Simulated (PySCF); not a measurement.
```xyz
16

F     3.3789    1.1158   -1.6286
Si    1.7752    0.8179   -1.8058
Si    1.1477   -0.1227    0.1649
C     0.6649   -1.9744    0.0341
Si   -1.1488   -1.4618    0.3047
N    -0.5861    0.1942    0.3278
Si   -1.4625    1.6460    0.6292
H     1.3973    2.1604   -2.2736
H     1.7541    0.1468    1.4880
H     0.8677   -2.4586   -0.9168
H     1.0743   -2.6133    0.8100
H    -2.0554   -1.6899   -0.8180
H    -1.7369   -1.8729    1.5780
H    -0.7424    2.7190   -0.0663
H    -2.8115    1.4617    0.0950
H    -1.5240    1.9409    2.0660
```

Geometry: GFN2-xTB.

Level of theory: UKS B3LYP, pcH-1 on C F H N Si, non-relativistic, mean-field spin-orbit, GIAO (PySCF 2.14.0, density-fitted response routines).

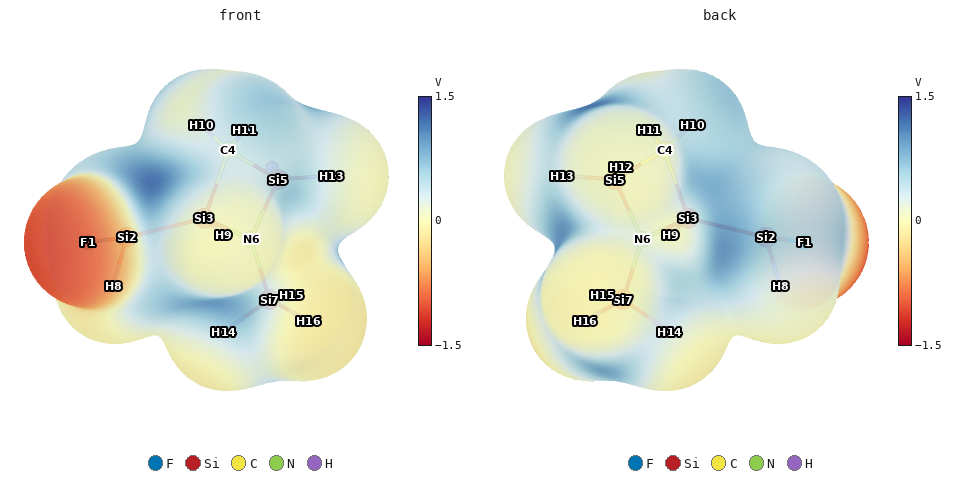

CH$_{9}$FNSi$_{4}$ (doublet). The molecular electrostatic potential painted on the density surface at 0.001 e/bohr³, seen from the front and from behind; the colour scale runs from red (negative) to blue (positive).

### Describe the electrostatic potential map.

The most negative region (about −1.1 V, or −25 kcal/mol for a unit charge) lies over F1, the most positive (about +1.1 V, or +25 kcal/mol for a unit charge) over Si3 and Si5.
